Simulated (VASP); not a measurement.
Band structure of PtSe. These are PBE GGA, VASP's PBE PAW potentials (set 64) (plane waves; VASP 6.6.1) values and carry that method's errors.

The cell holds a wide vacuum, so values per volume refer to the whole cell. Unless said otherwise, spin-orbit coupling is left out, though it shifts the bands of the heavy elements here.

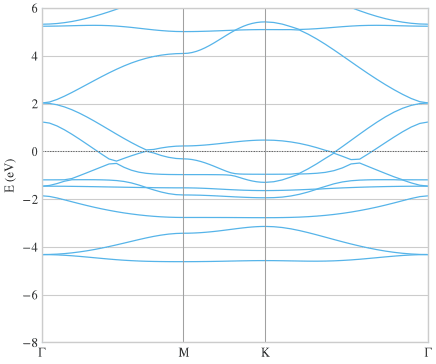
Fig. 1. Bands along high-symmetry lines, zero at the valence-band maximum or, without a gap, the Fermi level

Question: Read the plot: is there a gap, and where are the band edges?

Answer: It has no gap at this level: it comes out as a metal or semimetal.

The cell is a sheet with vacuum, built from a generated structure.
